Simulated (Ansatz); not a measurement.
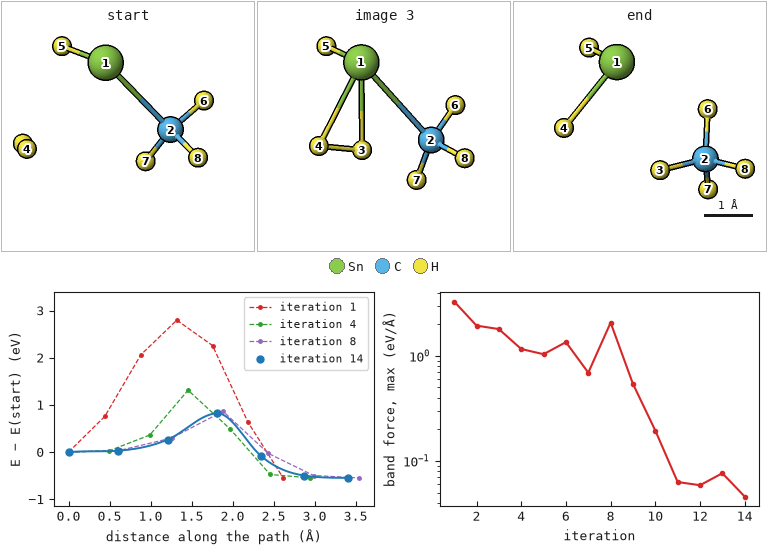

A search for the minimum-energy path of CH6Sn, made up of CH4Sn and H2 by the nudged elastic band. Images are numbered from 0 (start) to 6 (end). The plot follows the band through its iterations. Style: ball-and-stick. Shown at a tilt.

These are results of RKS PBE0-D4/def2-SVP (Ansatz), not measurements.

Input
```yaml
crystal:
  periodic: [false, false, false]
  atoms:
    - {symbol: Sn, position_ang: [-1.070929, 0.911721, 0.271837]}
    - {symbol: C, position_ang: [1.058259, 0.483261, -0.044635]}
    - {symbol: H, position_ang: [-1.321233, -1.541690, 0.345263]}
    - {symbol: H, position_ang: [-1.408300, -1.381641, 1.082787]}
    - {symbol: H, position_ang: [-1.544425, 0.219130, -1.296100]}
    - {symbol: H, position_ang: [1.427053, 1.222705, -0.764250]}
    - {symbol: H, position_ang: [1.230189, -0.504833, -0.472949]}
    - {symbol: H, position_ang: [1.629584, 0.591248, 0.877946]}
basis:
  gaussian: {orbitals: def2-SVP}
hamiltonian: {xc: pbe0, dispersion: d4}
neb:
  images: 5
  climbing: true
  max_iterations: 40
  initial_path: idpp
  final_atoms:
    - {symbol: Sn, position_ang: [-1.816617, 0.779911, 0.365124]}
    - {symbol: C, position_ang: [1.148211, -0.045352, 0.058639]}
    - {symbol: H, position_ang: [0.335072, -0.689522, 0.414760]}
    - {symbol: H, position_ang: [-2.081124, -0.933561, 0.742264]}
    - {symbol: H, position_ang: [-1.869075, 0.426397, -1.370929]}
    - {symbol: H, position_ang: [0.789659, 0.767133, -0.578290]}
    - {symbol: H, position_ang: [1.807745, -0.672323, -0.541291]}
    - {symbol: H, position_ang: [1.686329, 0.367216, 0.909623]}
```

Command:
```bash
ansatz run in.yaml --threads 2 --pin off --events-out ev --progress --plain --max-ram 4352MiB
```

How did the profile develop, and is the result final?

The run is converged, with reservations. The band converged in 14 iterations. The largest component of the band force went from 3.3 to 0.046 eV/Å. The climbing image converged on the top of the path. Its curvatures weren't checked. The largest force component is 0.43 eV/Å at the start and 0.24 eV/Å at the end; an end with forces this large is no minimum, and the barrier measured from it can be far off. The first iteration put the highest image at 2.80 eV. The highest point, image 3, lies 0.82 eV above the start and 1.37 eV above the end; the end is at −0.55 eV relative to the start.

Limits of the set-up: the start holds two separate molecules, 2.4 Å apart at their closest, whose relative position is a soft coordinate.

The run took 2.1 min on 2 threads of Arm Neoverse V2, with other jobs on the host.
